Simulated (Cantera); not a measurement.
A closed system holds: 1 mol Al₂O₃, 270 mol H₂, 2.1 mol N₂, at 3.00 bar.

Method: chemical equilibrium by Gibbs-energy minimisation in Cantera with the NASA 1993 tables (ideal gas, pure condensed phases). Candidate condensed phases: Al, AlN, Al₂O₃, H₂O; 35 gas species. Mutual solubility and eutectic melting of coexisting phases are not modelled. Condensed phases not in the tables: aluminium oxynitride. Rates play no part.

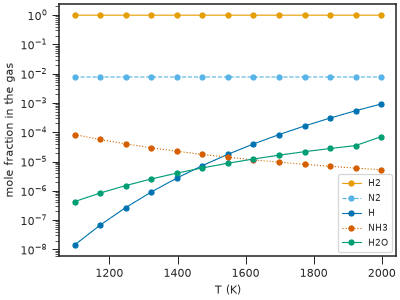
Fig. 1. Equilibrium gas composition (values under 1e-9 drawn at 1e-9)

From 1098 K to 1173 K the condensed part is Al₂O₃(s). From 1248 K to 1923 K the condensed part is AlN(s) + Al₂O₃(s). At 1998 K the condensed part is Al₂O₃(s).
